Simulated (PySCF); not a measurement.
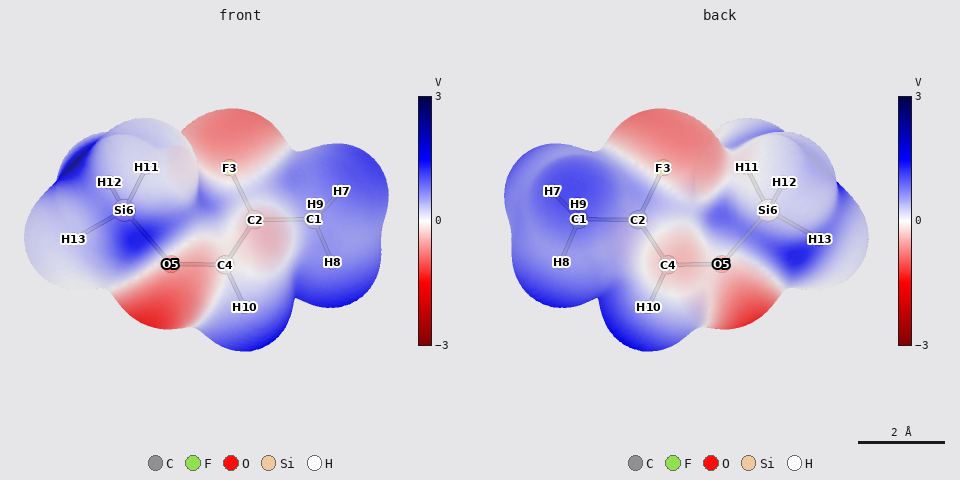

Figure 1: C3H7FOSi (SMILES C/C(F)=C/O[SiH3]). The electrostatic potential painted on the density surface at 0.004 e/bohr³, seen from the front and from behind; red is negative and blue positive.

Geometry: PBE0-D3(BJ)/def2-SVP.

These are results of PBE0/pcSseg-1, SCF density, gas phase, non-relativistic in PySCF, not measurements.

| atom | x (Å) | y (Å) | z (Å) |
| --- | --- | --- | --- |
| C | -2.2788 | 0.4466 | -0.3357 |
| C | -0.8217 | 0.2048 | -0.2376 |
| F | -0.1198 | 1.2540 | 0.2498 |
| C | -0.1588 | -0.9085 | -0.5680 |
| O | 1.1664 | -1.1098 | -0.4724 |
| Si | 2.4117 | -0.1032 | 0.0478 |
| H | -2.4876 | 1.3184 | -0.9770 |
| H | -2.7878 | -0.4284 | -0.7607 |
| H | -2.7119 | 0.6556 | 0.6565 |
| H | -0.7108 | -1.7661 | -0.9614 |
| H | 2.5305 | 1.1101 | -0.8095 |
| H | 2.2537 | 0.2731 | 1.4811 |
| H | 3.6272 | -0.9466 | -0.1141 |

Where is the surface potential most negative and most positive?

Answer. The most negative region (about −1.3 V) lies over O5, the most positive (about +2.3 V) over Si6. O5 is the likeliest acceptor of a hydrogen bond.

How polar is the molecule by this calculation?

Answer. Its dipole moment is 1.43 D.
